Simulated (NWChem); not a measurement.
# GeCl2 (SMILES Cl[Ge]Cl) at B3LYP/aug-cc-pVDZ

We compute energy and gradient of GeCl2. The job is set up through an ASE script.

The results are computed with NWChem 7.3.0.

4 further runs of the same task are left out: 4 that didn't finish.

### 1 The structure to begin with

GeCl2: 3 atoms, total charge 0, spin state singlet. SMILES: `Cl[Ge]Cl`. The shape is that of a PBE0-D4/def2-TZVP optimisation.

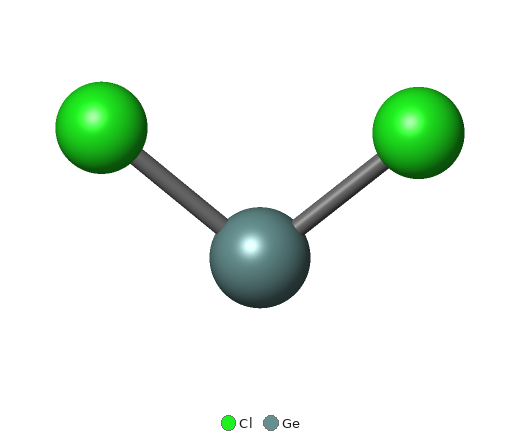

Viewed from a chosen angle; chlorine green, germanium teal.

### 2 Energy and gradient at B3LYP/aug-cc-pVDZ

File run.py:

```python
from ase import Atoms
from ase.calculators.nwchem import NWChem

atoms = Atoms(['Cl', 'Ge', 'Cl'], positions=[
    [-0.065420, -1.681680, 0.422740],
    [-0.421210, 0.067170, -0.832020],
    [0.486630, 1.614500, 0.409270],
])

calc = NWChem(
    label='mymol',
    theory='dft',
    memory='2200 mb',
    basis='aug-cc-pVDZ',
    basispar='spherical bse',
    dft={'xc': 'b3lyp', 'mult': '1', 'grid': 'fine', 'convergence': 'energy 1e-08', 'iterations': '100', 'mulliken': None},
)
atoms.calc = calc

forces = atoms.get_forces()
print("Total energy (eV):", round(atoms.get_potential_energy(), 6))
print("forces (eV/A):")
for s, f in zip(atoms.symbols, forces):
    print(f"{s:2s} {f[0]:10.5f} {f[1]:10.5f} {f[2]:10.5f}")
print("dipole (e A):", atoms.get_dipole_moment().round(4))
```

Command:

```bash
$ export ASE_NWCHEM_COMMAND="nwchem PREFIX.nwi > PREFIX.nwo"
$ python run.py
```

What it wrote:

```text
Total energy (eV): -81567.54311
forces (eV/A):
Cl    0.09570   -0.59490    0.37811
Ge   -0.38083    0.06006   -0.75205
Cl    0.28514    0.53479    0.37394
dipole (e A): [-0.1928  0.0308 -0.3808]
```

The calculator wrote mymol.nwi:

```
title "mymol"

permanent_dir mymol

scratch_dir mymol

start mymol

geometry units angstrom nocenter noautosym noautoz
  Cl -6.5420000000000006e-02 -1.6816800000000001e+00 4.2274000000000000e-01
  Ge -4.2120999999999997e-01 6.7169999999999994e-02 -8.3201999999999998e-01
  Cl 4.8663000000000001e-01 1.6145000000000000e+00 4.0927000000000002e-01
end

memory 2200 mb

basis spherical bse noprint
   * library aug-cc-pVDZ
end

dft
  xc b3lyp
  mult 1
  grid fine
  convergence energy 1e-08
  iterations 100
  mulliken
end

task dft gradient
```

mymol.nwo:

```text
Northwest Computational Chemistry Package (NWChem) 7.3.0
             --------------------------------------------------------

           Job information
           ---------------

    nwchem branch   = 7.3.0
    use scalapack   = T
    input           = mymol.nwi
    prefix          = mymol.
    data base       = mymol/mymol.db
    status          = startup
    nproc           =        1

           Memory information
           ------------------

    heap     =     72089600 doubles =      550.0 Mbytes
    stack    =     72089597 doubles =      550.0 Mbytes
    global   =    144179200 doubles =     1100.0 Mbytes (distinct from heap & stack)
    total    =    288358397 doubles =     2200.0 Mbytes
    verify   = yes
    hardfail = no

           Directory information
           ---------------------

  0 permanent = mymol
  0 scratch   = mymol

[... 79 lines left out ...]
  convergence criterion.
[... 17 lines left out ...]
          Convergence on gradient requested:  5.00D-04
[... 25 lines left out ...]
          Convergence aids based upon iterative change in
[... 28 lines left out ...]
 1-e energy   =   -4782.310630
[... 37 lines left out ...]
         Total DFT energy =    -2997.551945242118
[... 2 lines left out ...]
    Exchange-Corr. energy =     -135.596459281961
[... 698 lines left out ...]
          Convergence on energy requested:  1.00D-08
[... 23 lines left out ...]
          Spatial weights used:  Erf1
[... 4 lines left out ...]
          total energy or number of iterations.
[... 18 lines left out ...]
                            NWChem DFT Gradient Module
                            --------------------------

                                       mymol

  charge          =   0.00
  wavefunction    = closed shell

                         DFT ENERGY GRADIENTS

    atom               coordinates                        gradient
                 x          y          z           x          y          z
   1 Cl     -0.123626  -3.177914   0.798863   -0.001861   0.011569  -0.007353
   2 Ge     -0.795971   0.126933  -1.572290    0.007406  -0.001168   0.014625
   3 Cl      0.919597   3.050963   0.773408   -0.005545  -0.010400  -0.007272

                 ----------------------------------------
                 |  Time  |  1-e(secs)   |  2-e(secs)   |
                 ----------------------------------------
                 |  CPU   |       0.01   |      30.83   |
                 ----------------------------------------
                 |  WALL  |       0.01   |      30.83   |
                 ----------------------------------------

 Task  times  cpu:       87.3s     wall:       87.3s
 Total times  cpu:       87.4s     wall:       87.4s
```

It took 89 s on 1 thread of Intel Xeon 6975P-C (Granite Rapids), shared host; peak memory 0.12 GiB.

### 3 Results

Level: B3LYP/aug-cc-pVDZ.

```
                quantity           value
            total energy  -2997.55195 Eh
           dipole moment          2.06 D
             HOMO energy        -8.02 eV
             LUMO energy        -3.37 eV
           HOMO–LUMO gap         4.65 eV
largest force on an atom      0.845 eV/Å
```

**Reading.** The largest force is 0.85 eV/Å: the shape isn't a stationary point for this species at this level.
